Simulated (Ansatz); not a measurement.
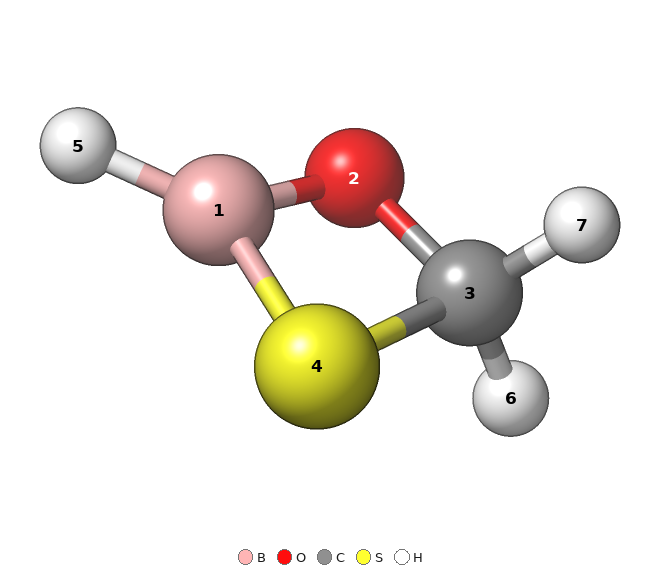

Numbered structure. Computed geometry: PBE-D4/def2-SVP optimisation. No frequency run is at hand to confirm it as a minimum.

Question: How are the neighbours of atom 2 arranged?

Answer: O2 has 2 neighbours (B1 at 1.38, C3 at 1.43 Å); the arrangement is bent.

Question: What is the geometry at B1?

Answer: B1 has 3 neighbours (O2 at 1.38, S4 at 1.83, H5 at 1.21 Å); the arrangement is trigonal planar.

Question: Describe the coordination of atom 4.

Answer: S4 has 2 neighbours (B1 at 1.83, C3 at 1.87 Å); the arrangement is bent.

Question: How are the neighbours of atom 3 arranged?

Answer: C3 has 4 neighbours (O2 at 1.43, S4 at 1.87, H6 at 1.11, H7 at 1.11 Å); the arrangement is tetrahedral.

Question: What is the dihedral angle S4–B1–O2–C3?

Answer: 0° in size, that is syn (eclipsed).
